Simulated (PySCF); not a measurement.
# GeHCl₃O: excited-state calculation

System: GeHCl₃O (Ge(OH)Cl3), SMILES [OH][Ge]([Cl])([Cl])[Cl].
Method: TDDFT B3LYP/def2-SVPD, vertical, gas phase, core orbitals frozen in the response (PySCF 2.14.0).

The geometry comes from this level: PBE0-D3(BJ)/def2-SVP. It belongs to a series of runs on one base structure; here: one ligand: Cl to OH.

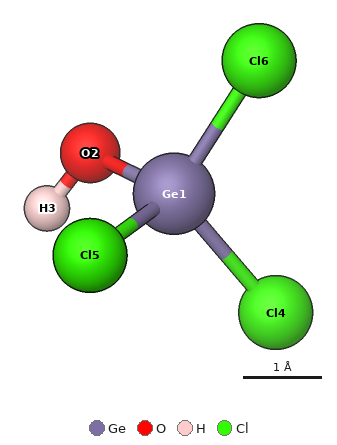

Figure 1. The structure as given in the input (ball-and-stick view, seen at a tilt; atoms are numbered from 1 in the order of the input). Sticks mark near contacts.

The input:
```
{"job": {"kind": "uv", "xc": "B3LYP", "basis": "def2-SVPD", "ip": false, "nstates": 15}, "charge": 0, "multiplicity": 1}
Ge    -0.058585    -0.158319    -0.294433
O     -0.074429    -0.048740     1.449167
H      0.366368     0.745261     1.777360
Cl     1.941014    -0.209525    -1.031983
Cl    -1.025501     1.519119    -1.184955
Cl    -1.085737    -1.943827    -0.784437
```

The first line tells a small driver script what to run in PySCF; the rest is the geometry in Å.

Run on 1 CPU thread, shared host.

Run as:
```bash
OMP_NUM_THREADS=1 python <driver script> task.json out
```

What the program printed:
```
coarse grid: 34016 points
cycle   1  E = -3532.7742085956  dE = -7.135e-03  |g| = 9.471e-01  |ddm| = 3.261e+00
cycle   2  E = -3532.3529765506  dE =  4.212e-01  |g| = 1.758e+00  |ddm| = 2.940e+00
cycle   3  E = -3532.9319890169  dE = -5.790e-01  |g| = 2.039e-01  |ddm| = 2.015e+00
cycle   4  E = -3532.9400956002  dE = -8.107e-03  |g| = 7.627e-02  |ddm| = 3.049e-01
cycle   5  E = -3532.9411551120  dE = -1.060e-03  |g| = 1.726e-02  |ddm| = 8.522e-02
cycle   6  E = -3532.9412378021  dE = -8.269e-05  |g| = 3.452e-03  |ddm| = 2.683e-02
cycle   7  E = -3532.9412409306  dE = -3.128e-06  |g| = 7.584e-04  |ddm| = 4.551e-03
final grid: 64856 points
cycle   8  E = -3532.9412074202  dE =  5.070e-08  |g| = 9.488e-04  |ddm| = 2.749e-03
cycle   9  E = -3532.9412071722  dE =  2.480e-07  |g| = 1.415e-03  |ddm| = 2.891e-03
cycle  10  E = -3532.9412076407  dE = -4.685e-07  |g| = 2.337e-04  |ddm| = 1.707e-03
cycle  11  E = -3532.9412076512  dE = -1.051e-08  |g| = 2.372e-05  |ddm| = 2.395e-04
cycle  12  E = -3532.9412076513  dE = -1.246e-10  |g| = 3.477e-06  |ddm| = 3.105e-05
```

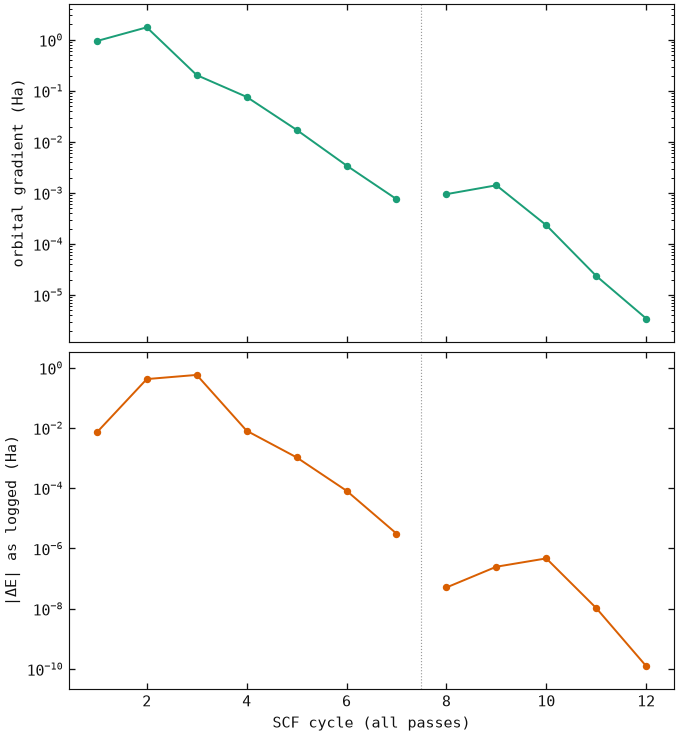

Figure 2. Convergence of the self-consistent field: orbital gradient and size of the energy change against the SCF cycle. The dotted line marks the change from a coarse to the final integration grid. The first 7 cycles use a coarse grid, the final grid takes over at cycle 8, and the field converges after 12 cycles in all.

```
converged SCF energy = -3532.9412076513

Static polarisability (au): isotropic 74.463, principal 66.367 78.006 79.016

Singlet excitations
state   eV       nm        f      main configurations
  1   5.8372    212.4   0.00042   H->L 0.99
  2   5.9109    209.8   0.00121   H-1->L 0.99
  3   6.1096    202.9   0.01740   H-2->L 0.97
  4   6.5499    189.3   0.04266   H-4->L 0.79, H-3->L 0.10
  5   6.5527    189.2   0.03971   H-3->L 0.65, H-6->L 0.18, H-4->L 0.14
  6   6.5812    188.4   0.03264   H-5->L 0.92
  7   6.7430    183.9   0.06766   H-6->L 0.76, H-3->L 0.20
  8   7.8637    157.7   0.05549   H-7->L 0.86
  9   7.8828    157.3   0.00069   H->L+1 0.59, H-1->L+1 0.34
 10   7.9698    155.6   0.00716   H-1->L+1 0.53, H->L+1 0.38
 11   8.2445    150.4   0.01414   H-2->L+1 0.86
 12   8.4338    147.0   0.02093   H-3->L+1 0.48, H->L+2 0.28, H-6->L+1 0.14
 13   8.5039    145.8   0.02820   H-4->L+1 0.78
 14   8.5117    145.7   0.00124   H->L+2 0.49, H-3->L+1 0.23, H-9->L 0.14
 15   8.5192    145.5   0.00261   H-1->L+2 0.88

Triplet excitations (Tamm-Dancoff, eV): 5.4600 5.5480 5.6763 5.9811
```

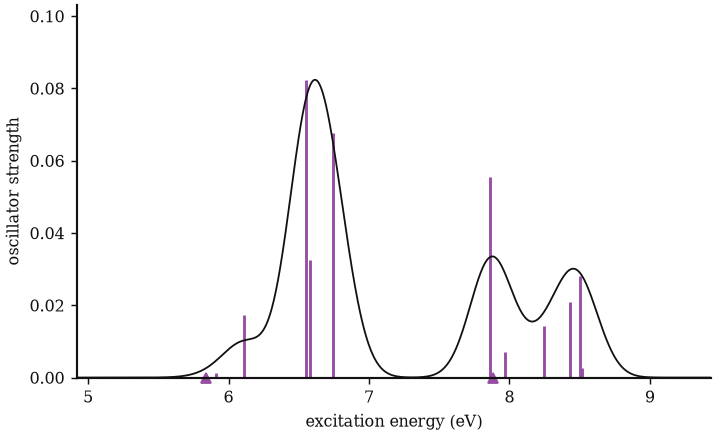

Figure 3. Computed excitations as sticks (degenerate states added up, dark ones marked on the axis), with a Gaussian envelope of 0.35 eV full width at half maximum, scaled to the tallest. Of the 15 states the lowest lies at 5.84 eV (f = 0.000); the strongest line is at 6.55 eV, or 189 nm (f = 0.082, summed over 2 states that lie within 0.004 eV).

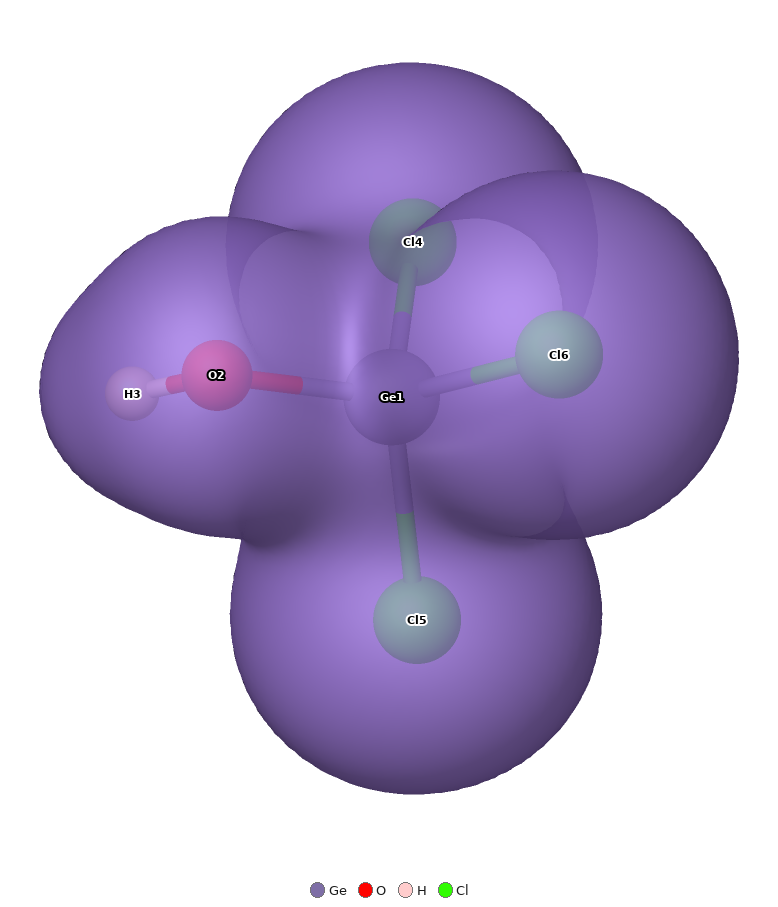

Figure 4. Isosurface of the electron density at 0.05 e/Å³ (purple), seen from the side. At this value the surface is in one piece. On the grid the lowest density along these lines, outside the cores, is 1 e/Å³ (Ge–O, 1.75 Å), 0.73 e/Å³ (Ge–Cl, 2.12 Å) and 2.3 e/Å³ (O–H, 0.97 Å).

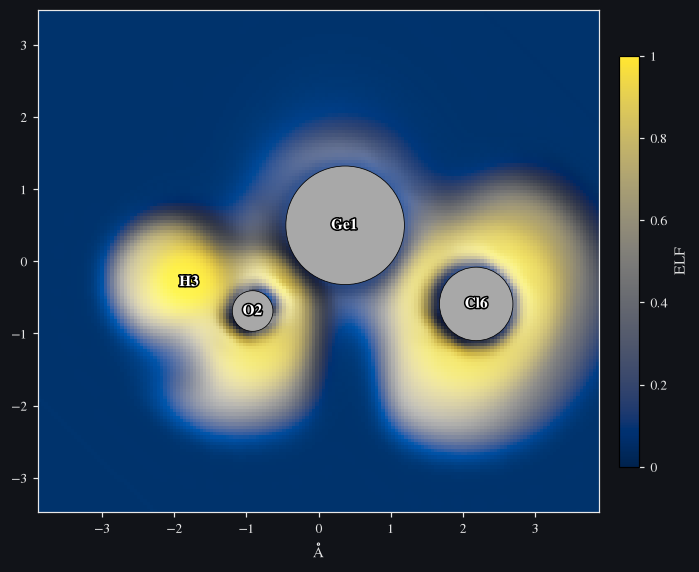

Figure 5. Electron localisation function on the plane of atoms Ge1, O2 and H3. Grey discs, where drawn, cover atomic cores. The section cuts through Ge, O, H and Cl sites. Ge–O (1.75 Å): the ELF peaks at about 0.90 in the valence shell of O, 0.5 Å from its nucleus, and is about 0.35 at the midpoint. Ge–Cl (2.12 Å): the ELF peaks at about 0.85 in the valence shell of Cl, 0.8 Å from its nucleus, and is about 0.70 at the midpoint.

Key numbers:

```json
{"quantity": "outcome", "value": "converged"}
{"quantity": "total energy", "value": "−3532.941208 hartree"}
{"quantity": "HOMO", "value": "−9.30 eV"}
{"quantity": "LUMO", "value": "−2.35 eV"}
{"quantity": "dipole moment", "value": "1.40 D"}
{"quantity": "mean polarisability", "value": "74.46 a.u."}
{"quantity": "lowest singlet excitation", "value": "5.84 eV"}
{"quantity": "wall time", "value": "45 s"}
{"quantity": "peak memory", "value": "0.71 GiB"}
```

Remarks:

Spin–orbit coupling is left out, which matters for the heavy atoms.
